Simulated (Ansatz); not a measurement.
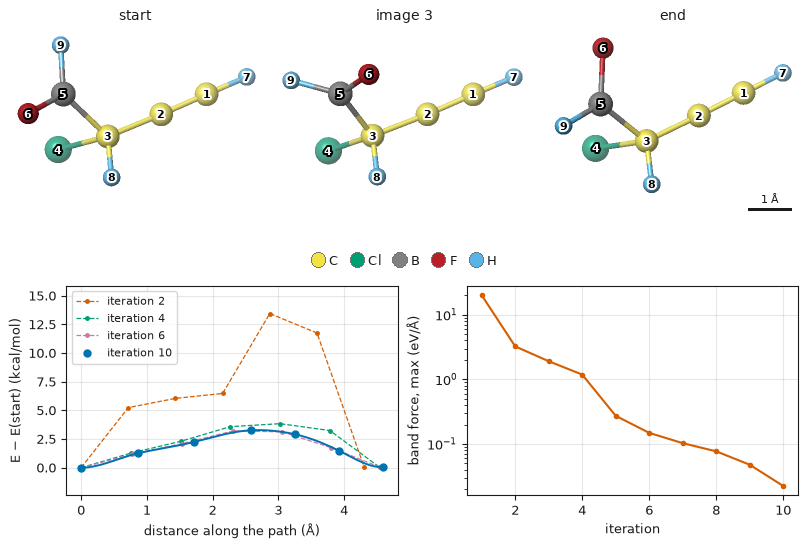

A nudged-elastic-band calculation for C₃H₃BClF. Images are numbered from 0 (start) to 6 (end). The plot follows the band through its iterations. Style: ball-and-stick. Shown at a tilt.

Level of theory: RKS revPBE-D4/def2-SVP (Ansatz). Run with 5 movable images; climbing image; force threshold 0.03 eV/Å; iteration limit 60; starting path through a guess of the saddle point.

### Judge this run.

The result is final at these settings. The band converged in 10 iterations. The largest component of the band force went from 20 to 0.022 eV/Å. The climbing image converged on the top of the path. Its vibrational analysis gives one imaginary mode (84i cm⁻¹), as a transition state must have. The first iteration put the highest image at 90.52 kcal/mol. The barrier is about 3.26 kcal/mol in both directions, with image 3 at the top; the ends have nearly the same energy.

The run took 77 s on 2 threads of Arm Neoverse V2 (shared host), peak memory 0.14 GiB.
